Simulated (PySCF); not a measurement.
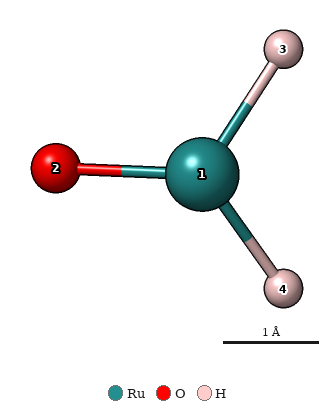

The structure as given in the input (ball-and-stick view, seen on its broad side; atoms are numbered from 1 in the order of the input). Sticks mark near contacts. Bond lengths as drawn: H–Ru 1.59 Å and O–Ru 1.62 Å.

## Run report: RuOH$_{2}$, frequency calculation

- system: RuOH$_{2}$
- method: RKS-based PBE0, Ru def2-TZVP with ECP28, O def2-TZVP, H def2-TZVP; non-relativistic Hamiltonian with a scalar-relativistic core potential; density fitting (PySCF 2.14.0)

## The input
```python
from pyscf import gto, scf, dft
mol = gto.M(atom='''
Ru     0.000000    -0.057598    -0.196082
O      0.000000     0.312329     1.377682
H      1.271063     0.442129    -1.015047
H     -1.271063     0.442129    -1.015047''',
    basis={'Ru': 'def2-TZVP', 'O': 'def2-TZVP', 'H': 'def2-TZVP'},
    ecp={'Ru': 'def2-TZVP'},
    charge=0, spin=0)
mf = dft.RKS(mol, xc='PBE0')
mf.grids.atom_grid = (75, 302)
aux = {'Ru': 'def2-universal-JKFIT', 'O': 'def2-universal-JKFIT', 'H': 'def2-universal-JKFIT'}
mf = mf.density_fit(auxbasis=aux)
mf.conv_tol = 1e-09
mf.diis_space = 10
mf.max_cycle = 60
mf.verbose = 4
mf.kernel()
```

The script is an equivalent of the set-up of the self-consistent field. The run itself was carried out by a driver, which started from the orbitals of the step before it where there was one and computed the further properties.

Run as:
```bash
OMP_NUM_THREADS=2 python axn.py task.json out
```

## The program's output
```
init E= -171.176933823361
  HOMO = -0.259024285326627  LUMO = -0.144234268713593  gap/eV = 3.12360
cycle= 1 E= -171.176933823263  delta_E= 9.83e-11  |g|= 2.48e-05  |ddm|= 1.56e-05
  HOMO = -0.259023806503851  LUMO = -0.144234970524607  gap/eV = 3.12356
cycle= 2 E= -171.176933821776  delta_E= 1.49e-09  |g|= 9.45e-05  |ddm|= 4.81e-05
  HOMO = -0.259024933101291  LUMO = -0.1442351610822  gap/eV = 3.12359
cycle= 3 E= -171.176933823374  delta_E= -1.6e-09  |g|= 4.55e-06  |ddm|= 3.84e-05
  HOMO = -0.259024405314269  LUMO = -0.144234657631458  gap/eV = 3.12359
cycle= 4 E= -171.176933823377  delta_E= -3.81e-12  |g|= 4.92e-07  |ddm|= 3.26e-06
  HOMO = -0.259024439442088  LUMO = -0.144234712581092  gap/eV = 3.12359
Extra cycle  E= -171.176933823379  delta_E= -1.88e-12  |g|= 5.39e-07  |ddm|= 1.79e-06
converged SCF energy = -171.176933823379
```

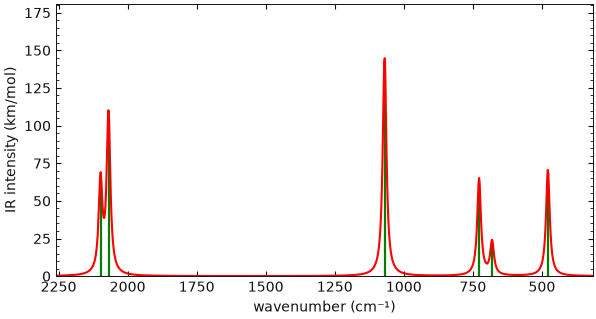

Harmonic infrared spectrum, unscaled: sticks (degenerate modes added up, dark ones marked on the axis) with a Lorentzian envelope of 16 cm⁻¹ full width, scaled to the tallest stick. 6 modes from 478 to 2098 cm⁻¹, none imaginary. The strongest line is at 1070 cm⁻¹ (145 km/mol). All modes, in cm⁻¹ (km/mol): 478 (70), 680 (22), 727 (64), 1070 (145), 2069 (105), 2098 (61).

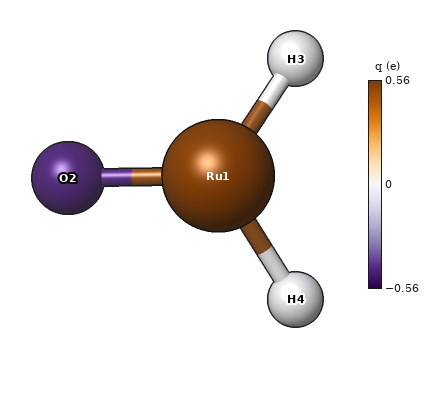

Mulliken charges, as the colour of each atom (ball-and-stick view, seen on its broad side; atoms are numbered from 1 in the order of the input). By element: Ru +0.53, O −0.48 and H −0.03 e.

## Summary

| quantity | value |
| --- | --- |
| outcome | converged |
| total energy | −171.176934 hartree |
| HOMO | −7.05 eV |
| LUMO | −3.92 eV |
| zero-point energy | 0.016227 hartree |
| dipole moment | 2.18 D |
| wavenumbers, lowest and highest | 478 and 2098 cm⁻¹ |
| hardware | 2 threads of Arm Neoverse N1, 98 GiB of memory available, shared host |
| wall time | 48 s (CPU time 82 s) |
| peak memory | 0.96 GiB |
